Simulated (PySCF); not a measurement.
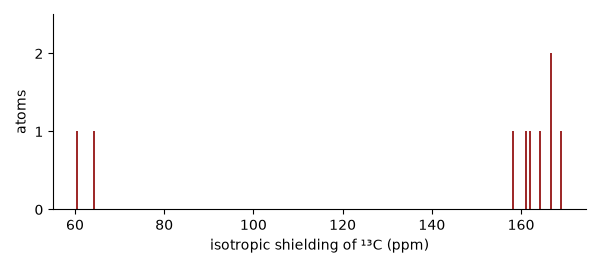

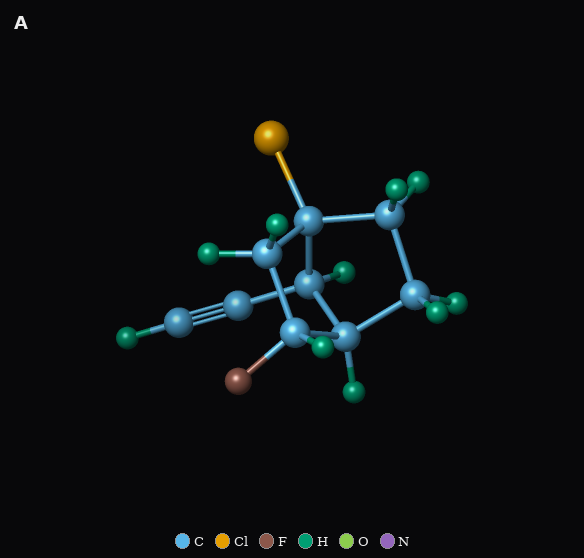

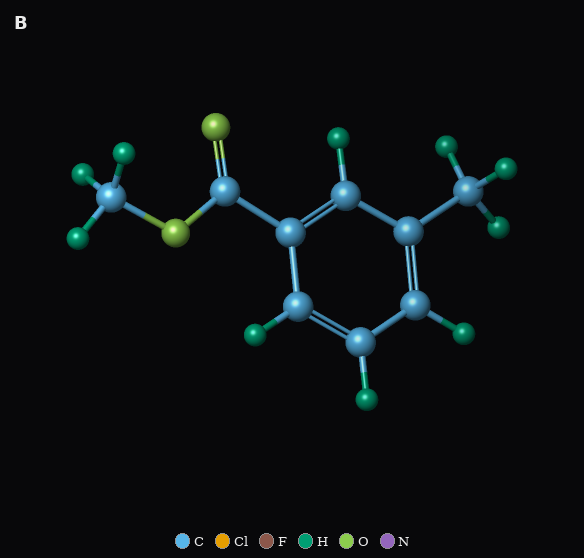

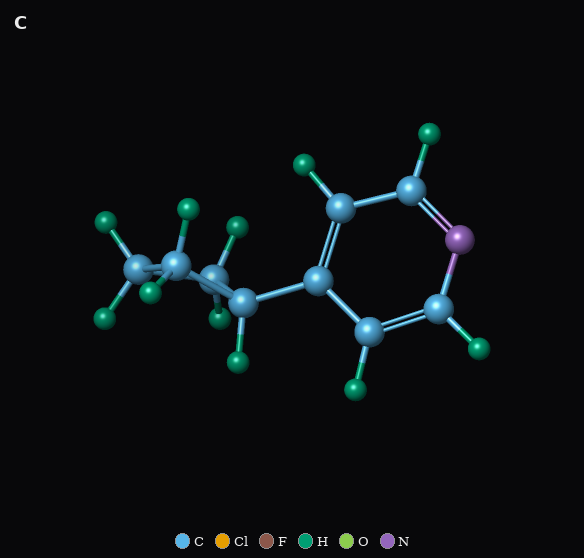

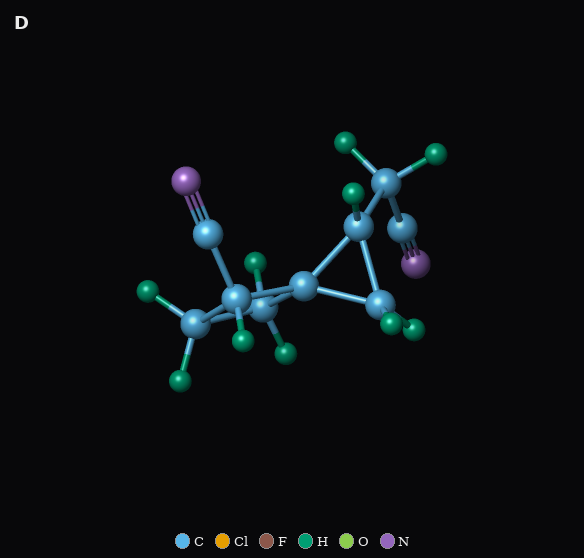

The sticks are computed shieldings of one of the molecules, for one fixed geometry (GFN2-xTB) without averaging over rotations. Low shielding means a high chemical shift. Method: GIAO PBE0/pcSseg-1 NMR shielding, non-relativistic, gas phase (PySCF 2.14.0).

### Match the spectrum to a structure.

D, `N#CC[C@@H]1C[C@]12CC[C@@H]2C#N`. Its 9 C atoms give lines at 60.5, 64.3, 158.3, 161.1, 162.1, 164.2, 166.7 (2 atoms), 169.0 ppm.
